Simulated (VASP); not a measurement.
## Quasiparticle energies of Selenium in VASP

Wanted: how far GW moves the Kohn-Sham levels of Selenium. The cell has space group P3_121. The start is a cell from a database of measured crystal structures.

Program: VASP 6.6.1. Level of theory: PBE; plane waves and PAW (Se_GW), in the first sound run; inputs show where later runs differ. Results are calculated unless marked as measured.

**1. Set-up**

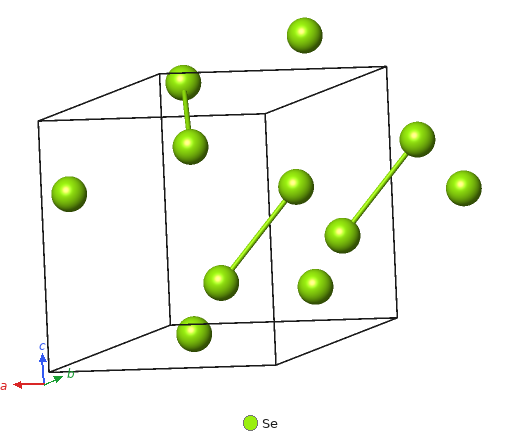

Start, viewed from a free direction; selenium green. 1×2×1 cells are drawn. Bonds to atoms that aren't drawn are left out. Some periodic images of atoms are drawn too.

As a file:

```cif
data_structure
_symmetry_space_group_name_H-M 'P 1'
_symmetry_Int_Tables_number 1
_cell_length_a 4.3662
_cell_length_b 4.3662
_cell_length_c 4.9536
_cell_angle_alpha 90.000
_cell_angle_beta 90.000
_cell_angle_gamma 120.000
_cell_volume 81.78
loop_
_atom_site_label
_atom_site_type_symbol
_atom_site_fract_x
_atom_site_fract_y
_atom_site_fract_z
_atom_site_occupancy
Se1 Se 0.22540 0.00000 0.33333 1
Se2 Se 0.00000 0.22540 0.66667 1
Se3 Se 0.77460 0.77460 0.00000 1
```

**2. Ground state**

The orbitals come from a self-consistent PBE run with a tight EDIFF and a narrow smearing. KPOINTS_OPT adds the bands along a path, which shows whether the mesh holds the band edges.

Contents of INCAR:

```
SYSTEM = Se
PREC = Accurate
ENCUT = 300
EDIFF = 1E-08
NELM = 100
ISMEAR = 0
SIGMA = 0.01
LREAL = .FALSE.
ALGO = Normal
GGA = PE
NBANDS = 15
LORBIT = 11
LWAVE = .TRUE.
LCHARG = .FALSE.
KPAR = 4
```

Contents of POSCAR:

```
Se
1.0
    4.3662000000      0.0000000000      0.0000000000
   -2.1831000000      3.7812401180      0.0000000000
    0.0000000000      0.0000000000      4.9536000000
Se
3
Direct
    0.2254000000      0.0000000000      0.3333333333
    0.0000000000      0.2254000000      0.6666666667
    0.7746000000      0.7746000000      0.0000000000
```

Contents of KPOINTS:

```
Automatic mesh
0
Gamma
3 3 4
0 0 0
```

Contents of KPOINTS_OPT:

```
Line mode
12
Line-mode
Reciprocal
  0.00000000   0.00000000   0.00000000 GAMMA
  0.50000000   0.00000000   0.00000000 M

  0.50000000   0.00000000   0.00000000 M
  0.33333333   0.33333333   0.00000000 K

  0.33333333   0.33333333   0.00000000 K
  0.00000000   0.00000000   0.00000000 GAMMA

  0.00000000   0.00000000   0.00000000 GAMMA
  0.00000000   0.00000000   0.50000000 A

  0.00000000   0.00000000   0.50000000 A
  0.50000000   0.00000000   0.50000000 L

  0.50000000   0.00000000   0.50000000 L
  0.33333333   0.33333333   0.50000000 H

  0.33333333   0.33333333   0.50000000 H
  0.00000000   0.00000000   0.50000000 A

  0.50000000   0.00000000   0.50000000 L
  0.50000000   0.00000000   0.00000000 M

  0.33333333   0.33333333   0.00000000 K
  0.33333333   0.33333333   0.50000000 H
```

PAW data sets: Se_GW (PBE family, release 64).

On the command line:

```sh
$ mpirun -np 8 vasp_std
```

Output:

```text
[banner, memory and clock lines left out]
running    8 mpi-ranks, on    1 nodes
 distrk:  each k-point on    2 cores,    4 groups
 distr:  one band on    1 cores,    2 groups

 POSCAR found type information on POSCAR Se
 POSCAR found :  1 types and       3 ions
|                                                                             |
|           W    W    AA    RRRRR   N    N  II  N    N   GGGG   !!!           |
|           W    W   A  A   R    R  NN   N  II  NN   N  G    G  !!!           |
|           W    W  A    A  R    R  N N  N  II  N N  N  G       !!!           |
|           W WW W  AAAAAA  RRRRR   N  N N  II  N  N N  G  GGG   !            |
|           WW  WW  A    A  R   R   N   NN  II  N   NN  G    G                |
|           W    W  A    A  R    R  N    N  II  N    N   GGGG   !!!           |
|                                                                             |
|     For optimal performance we recommend to set                             |
|       NCORE = 2 up to number-of-cores-per-socket                            |
|     NCORE specifies how many cores store one orbital (NPAR=cpu/NCORE).      |
|     This setting can greatly improve the performance of VASP for DFT.       |
|     The default, NCORE=1 might be grossly inefficient on modern             |
|     multi-core architectures or massively parallel machines. Do your        |
|     Unfortunately you need to use the default for GW and RPA                |
|     calculations (for HF NCORE is supported but not extensively tested      |
|     yet).                                                                   |
|                                                                             |

 LDA part: xc-table for (Slater+PW92), standard interpolation
|                                                                             |
|           W    W    AA    RRRRR   N    N  II  N    N   GGGG   !!!           |
|           W    W   A  A   R    R  NN   N  II  NN   N  G    G  !!!           |
|           W    W  A    A  R    R  N N  N  II  N N  N  G       !!!           |
|           W WW W  AAAAAA  RRRRR   N  N N  II  N  N N  G  GGG   !            |
|           WW  WW  A    A  R   R   N   NN  II  N   NN  G    G                |
|           W    W  A    A  R    R  N    N  II  N    N   GGGG   !!!           |
|                                                                             |
|     The number of bands has been changed from the values supplied in        |
|     The orbitals not found in the WAVECAR file will be initialized with     |
|     random numbers, which is usually adequate. For correlated               |
|     calculations, however, you should redo the groundstate calculation.     |
|     I found NBANDS = 15. Now, NBANDS = 16.                                  |
|                                                                             |

 POSCAR, INCAR and KPOINTS ok, starting setup
 FFT: planning ... GRIDC
 FFT: planning ... GRID_SOFT
 FFT: planning ... GRID
 WAVECAR not read
 entering main loop
       N       E                     dE             d eps       ncg     rms          rms(c)
DAV:   1     0.607605666181E+02    0.60761E+02   -0.53084E+03   320   0.602E+02
DAV:   2    -0.649257040910E+01   -0.67253E+02   -0.63933E+02   456   0.132E+02
DAV:   3    -0.104646183719E+02   -0.39720E+01   -0.39658E+01   376   0.361E+01
DAV:   4    -0.105446704984E+02   -0.80052E-01   -0.80045E-01   456   0.522E+00
DAV:   5    -0.105464871687E+02   -0.18167E-02   -0.18167E-02   384   0.672E-01    0.265E+00
DAV:   6    -0.104744539827E+02    0.72033E-01   -0.40538E-02   392   0.125E+00    0.154E+00
DAV:   7    -0.104498074924E+02    0.24646E-01   -0.68151E-02   368   0.158E+00    0.173E-01
DAV:   8    -0.104501473705E+02   -0.33988E-03   -0.87133E-03   336   0.550E-01    0.481E-02
DAV:   9    -0.104502336786E+02   -0.86308E-04   -0.28503E-04   464   0.119E-01    0.266E-02
DAV:  10    -0.104502628001E+02   -0.29121E-04   -0.59827E-05   352   0.506E-02    0.398E-03
DAV:  11    -0.104502640808E+02   -0.12807E-05   -0.73668E-06   464   0.165E-02    0.412E-03
DAV:  12    -0.104502636686E+02    0.41217E-06   -0.17280E-06   384   0.819E-03    0.119E-03
DAV:  13    -0.104502636568E+02    0.11763E-07   -0.41855E-07   408   0.375E-03    0.210E-04
DAV:  14    -0.104502636542E+02    0.26010E-08   -0.55524E-08   416   0.130E-03
   1 F= -.10450264E+02 E0= -.10450264E+02  d E =-.249105E-48
 Start KPOINTS_OPT (optional k-point list driver)
k-point batch [1-10\108]
       N       E                     dE             ncg
DAV:   1     0.667824593575E+02   -0.12718E+04      320
DAV:   2    -0.603673671223E+03   -0.67046E+03      408
DAV:   3    -0.644933943078E+03   -0.41260E+02      392
DAV:   4    -0.645777701551E+03   -0.84376E+00      504
DAV:   5    -0.645788039700E+03   -0.10338E-01      392
DAV:   6    -0.645788354386E+03   -0.31469E-03      488
DAV:   7    -0.645788364422E+03   -0.10036E-04      384
DAV:   8    -0.645788364786E+03   -0.36415E-06      400
DAV:   9    -0.645788364800E+03   -0.14125E-07      336
DAV:  10    -0.645788364801E+03   -0.35016E-09      368
[...]
k-point batch [101-108\108]
       N       E                     dE             ncg
DAV:   1     0.914064146038E+03   -0.35503E+04      256
DAV:   2     0.388738642822E+03   -0.52533E+03      352
DAV:   3     0.357474103705E+03   -0.31265E+02      304
DAV:   4     0.356831587571E+03   -0.64252E+00      328
DAV:   5     0.356813223643E+03   -0.18364E-01      328
DAV:   6     0.356812661562E+03   -0.56208E-03      328
DAV:   7     0.356812643473E+03   -0.18089E-04      336
DAV:   8     0.356812642889E+03   -0.58395E-06      328
DAV:   9     0.356812642870E+03   -0.19368E-07      320
DAV:  10     0.356812642870E+03   -0.52745E-09      168
 writing wavefunctions
```

The job ended after 4.6 s (8 MPI ranks of Intel Xeon 6975P-C (Granite Rapids), shared host; peak memory 1.1 GiB; 32 s of CPU time).

The logs omit lines about the potential files and the build; timing stands in the text.

OUTCAR, selected parts (step 2):

```text
ion  position               nearest neighbor table
   1  0.225  0.000  0.333-   3 2.37   2 2.37
   2  0.000  0.225  0.667-   3 2.37   1 2.37
   3  0.775  0.775  0.000-   2 2.37   1 2.37

  LATTYP: Found a hexagonal cell.
 ALAT       =     4.3662000000
 C/A-ratio  =     1.1345334616

 Subroutine GETGRP returns: Found  6 space group operations
 (whereof  2 operations were pure point group operations)

The static configuration has the point symmetry C_2 .
 The point group associated with its full space group is D_3 .

 Found     10 irreducible k-points:

   k-points           NKPTS =     10   k-points in BZ     NKDIM =     10   number of bands    NBANDS=     16

   dimension x,y,z NGX =    28 NGY =   28 NGZ =   28
   dimension x,y,z NGXF=    56 NGYF=   56 NGZF=   56

   ENCUT  =  300.0 eV  22.05 Ry    4.70 a.u.   6.17  6.17  7.00*2*pi/ulx,y,z

   NELECT =      18.0000    total number of electrons

 k-points in reciprocal lattice and weights: Automatic mesh
   0.00000000  0.00000000  0.00000000       0.028
   0.33333333  0.00000000  0.00000000       0.167
   0.33333333  0.33333333  0.00000000       0.056
   0.00000000  0.00000000  0.25000000       0.056
   0.33333333  0.00000000  0.25000000       0.167
   0.00000000  0.33333333  0.25000000       0.167
   0.33333333  0.33333333  0.25000000       0.111
   0.00000000  0.00000000  0.50000000       0.028
   0.33333333  0.00000000  0.50000000       0.167
   0.33333333  0.33333333  0.50000000       0.056

 average (electrostatic) potential at core
       1 -56.1637       2 -56.1637       3 -56.1637

 E-fermi :   2.5692

 k-point     1 :       0.0000    0.0000    0.0000
  band No.  band energies     occupation
    ...
      5      -1.1632      2.00000
      6      -1.0862      2.00000
      7       0.6331      2.00000
      8       0.6331      2.00000
      9       2.2725      2.00000
     10       4.5459      0.00000
     11       4.5459      0.00000
     12       4.8364      0.00000
     13       8.8296      0.00000
     14       9.1640      0.00000
    ...

 k-point     2 :       0.3333    0.0000    0.0000
  band No.  band energies     occupation
    ...
      5      -1.8747      2.00000
      6      -0.9226      2.00000
      7       0.3666      2.00000
      8       0.9412      2.00000
      9       1.7662      2.00000
     10       4.5899      0.00000
     11       4.8415      0.00000
     12       6.0159      0.00000
     13       8.2788      0.00000
     14       9.3631      0.00000
    ...

 k-point     3 :       0.3333    0.3333    0.0000
  band No.  band energies     occupation
    ...
      5      -2.3146      2.00000
      6      -0.1477      2.00000
      7      -0.1477      2.00000
      8      -0.0183      2.00000
      9       1.0461      2.00000
     10       5.7284      0.00000
     11       5.7284      0.00000
     12       6.4006      0.00000
     13       8.5552      0.00000
     14      10.3700      0.00000
    ...

  Total        1.1723846      1.1723846      2.0944835      0.0000000      0.0000000     -0.0000000
  in kB       22.9679302     22.9679302     41.0325699      0.0000000      0.0000000     -0.0000000
  external PRESSURE =      28.9894768 kB  Pullay stress =       0.0000000 kB

  energy-cutoff  :      300.00
  volume of cell :       81.78
      direct lattice vectors                 reciprocal lattice vectors
     4.366200000  0.000000000  0.000000000     0.229032110  0.132231751  0.000000000
    -2.183100000  3.781240118  0.000000000     0.000000000  0.264463501  0.000000000
     0.000000000  0.000000000  4.953600000     0.000000000  0.000000000  0.201873385

 POSITION                                       TOTAL-FORCE (eV/Angst)
 -----------------------------------------------------------------------------------
      0.98414      0.00000      1.65120         0.431594     -0.000000     -0.000000
     -0.49207      0.85229      3.30240        -0.215797      0.373771      0.000000
      1.69103      2.92895      0.00000        -0.215797     -0.373771      0.000000
 -----------------------------------------------------------------------------------
    total drift:                                0.000003      0.000005     -0.000000

  FREE ENERGIE OF THE ION-ELECTRON SYSTEM (eV)
  ---------------------------------------------------
  free  energy   TOTEN  =       -10.4502636542 eV

  energy  without entropy=      -10.4502636542  energy(sigma->0) =      -10.45026365

 total charge
# of ion       s       p       d       tot
------------------------------------------
    1        1.511   2.150   0.058   3.719
    2        1.511   2.150   0.058   3.719
    3        1.511   2.150   0.058   3.719
--------------------------------------------------
tot          4.532   6.450   0.174  11.156

[... 3 further parts left out ...]
```

Numbers from this step:

```yaml
free_energy_toten: -10.45 eV
fermi_energy: 2.569 eV
pressure: 2.899 GPa
least_gap_on_mesh_and_path: 0.9864 eV
least_direct_gap_on_mesh_and_path: 1.176 eV
```

The highest empty bands on the path are converged less tightly, to about 0.1 eV. Electronic bands along the path, in eV, zero at the valence-band top; v1 is the highest filled band, c1 the lowest empty one:

```csv
point,v4,v3,v2,v1,c1,c2,c3,c4
Γ,-3.78,-2.06,-2.06,-0.42,1.85,1.85,2.14,6.13
M,-3.47,-2.92,-1.80,-1.02,1.90,2.30,4.09,5.25
K,-2.84,-2.84,-2.71,-1.65,3.03,3.03,3.71,5.86
Γ,-3.78,-2.06,-2.06,-0.42,1.85,1.85,2.14,6.13
A,-3.41,-1.56,-1.56,-1.14,1.19,1.19,1.24,6.24
L,-4.27,-1.94,-1.39,0.00,1.61,2.69,2.93,6.24
H,-4.97,-1.01,-0.23,-0.23,0.99,2.69,2.69,6.63
A,-3.41,-1.56,-1.56,-1.14,1.19,1.19,1.24,6.24
jump to L,-4.27,-1.94,-1.39,0.00,1.61,2.69,2.93,6.24
M,-3.47,-2.92,-1.80,-1.02,1.90,2.30,4.09,5.25
jump to K,-2.84,-2.84,-2.71,-1.65,3.03,3.03,3.71,5.86
H,-4.97,-1.01,-0.23,-0.23,0.99,2.69,2.69,6.63
```

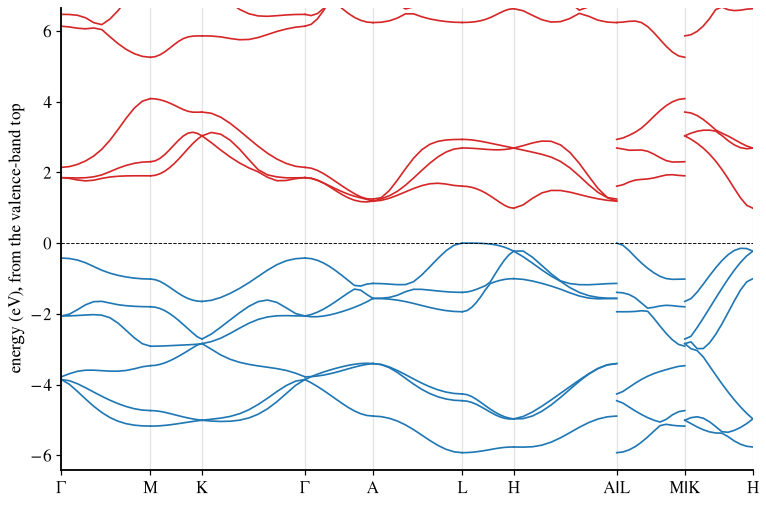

Electronic bands along the path; lines of filled and empty bands in two colours.

The cell has a gap of 0.986 eV on mesh and path and a pressure of +2.9 GPa, which holds the misfit of the given cell and coordinates with this functional, and any error of cutoff, mesh and data sets. Spin-orbit coupling is left out, which can shift or reorder these edges. Forces of up to 0.43 eV/Å remain in these settings.

**3. Empty bands, functional PBE**

The next step needs empty bands that the ground-state run didn't converge, so the Hamiltonian is diagonalised exactly for NBANDS bands, in a single step. LOPTICS writes the k-derivatives of the orbitals (WAVEDER), which give the long-wavelength limit of the screening.

Contents of INCAR:

```
SYSTEM = Se
PREC = Accurate
ENCUT = 300
ISMEAR = 0
SIGMA = 0.01
LREAL = .FALSE.
GGA = PE
NBANDS = 528
ALGO = Exact
NELM = 1
LWAVE = .TRUE.
LCHARG = .FALSE.
LOPTICS = .TRUE.
NEDOS = 1000
CSHIFT = 0.1
```

POSCAR is that of step 2.

KPOINTS is that of step 2.

On the command line:

```sh
$ mpirun -np 8 vasp_std
```

Output:

```text
[banner, memory and clock lines left out]
running    8 mpi-ranks, on    1 nodes
 distrk:  each k-point on    8 cores,    1 groups
 distr:  one band on    1 cores,    8 groups

 POSCAR found type information on POSCAR Se
 POSCAR found :  1 types and       3 ions
 [... a notice as in an earlier step ...]

 LDA part: xc-table for (Slater+PW92), standard interpolation
 found WAVECAR, reading the header
  number of bands has changed, file:    16 present:   528
  trying to continue reading WAVECAR, but it might fail
 POSCAR, INCAR and KPOINTS ok, starting setup
 FFT: planning ... GRIDC
 FFT: planning ... GRID_SOFT
 FFT: planning ... GRID
 reading WAVECAR
 random initialization beyond band           16
 the WAVECAR file was read successfully
 initial charge from wavefunction
 entering main loop
       N       E                     dE             d eps       ncg     rms          rms(c)
DIA:   1    -0.104502636659E+02   -0.10450E+02    0.00000E+00     0   0.000E+00
   1 F= -.10450264E+02 E0= -.10450264E+02  d E =-.109926E-70
 writing wavefunctions
 optical routines
 imaginary and real dielectric function
 recalculating local potential from charge density
 direction            1
 direction            2
 direction            3
```

It took 4.2 s on 8 MPI ranks; peak memory 1.2 GiB.

OUTCAR, selected parts (step 3):

```text
 Found     10 irreducible k-points:

   k-points           NKPTS =     10   k-points in BZ     NKDIM =     10   number of bands    NBANDS=    528

   NELECT =      18.0000    total number of electrons

 E-fermi :   2.5918

 k-point     2 :       0.3333    0.0000    0.0000
  band No.  band energies     occupation
    ...
      5      -1.8747      2.00000
      6      -0.9226      2.00000
      7       0.3667      2.00000
      8       0.9413      2.00000
      9       1.7662      2.00000
     10       4.5899      0.00000
     11       4.8415      0.00000
     12       6.0159      0.00000
     13       8.2788      0.00000
     14       9.3631      0.00000
    ...

 k-point     3 :       0.3333    0.3333    0.0000
  band No.  band energies     occupation
    ...
      5      -2.3146      2.00000
      6      -0.1477      2.00000
      7      -0.1477      2.00000
      8      -0.0184      2.00000
      9       1.0461      2.00000
     10       5.7284      0.00000
     11       5.7284      0.00000
     12       6.4006      0.00000
     13       8.5552      0.00000
     14      10.3700      0.00000
    ...

  Total        1.1719166      1.1719166      2.0949553      0.0000000     -0.0000000     -0.0000000
  in kB       22.9587615     22.9587615     41.0418119      0.0000000     -0.0000000     -0.0000000
  external PRESSURE =      28.9864450 kB  Pullay stress =       0.0000000 kB

 POSITION                                       TOTAL-FORCE (eV/Angst)
 -----------------------------------------------------------------------------------
      0.98414      0.00000      1.65120         0.431601      0.000000      0.000000
     -0.49207      0.85229      3.30240        -0.215800      0.373777     -0.000000
      1.69103      2.92895      0.00000        -0.215800     -0.373777     -0.000000
 -----------------------------------------------------------------------------------
    total drift:                                0.000003      0.000005     -0.000000

  FREE ENERGIE OF THE ION-ELECTRON SYSTEM (eV)
  ---------------------------------------------------
  free  energy   TOTEN  =       -10.4502636659 eV

  energy  without entropy=      -10.4502636659  energy(sigma->0) =      -10.45026367

 plasma frequency squared (from intraband transitions) (eV^2)
  --------------------------------------------------------------------------------------
       0.000       0.000       0.000
      -0.000       0.000      -0.000
       0.000      -0.000       0.000

[... 11 parts as in an earlier step ...]

[... 2 further parts left out ...]
```

WAVECAR now holds 528 bands for 18 electrons. Its independent-particle dielectric tensor has xx, yy, zz = 13.8, 13.8, 15.7 on this mesh, which isn't tested for convergence in mesh or bands and lacks local fields.

(Part 1 of 4 ends here.)

[Lines on the potential files, build, host, timing and source positions are cut from VASP's logs without a mark.]

[Logs are printed without paths, hosts, clocks, repeated set-up lines and the standing remarks that a program may print on its own settings, such as how far it seeks lower states.]

[Hosts, paths, dates, database ids (printed as entryN), source tags and the programs' standing remarks are cut or masked in the printed files.]

[Pressures printed for these runs are not shown converged in the cutoff: they can be off by several GPa and have the wrong sign.]
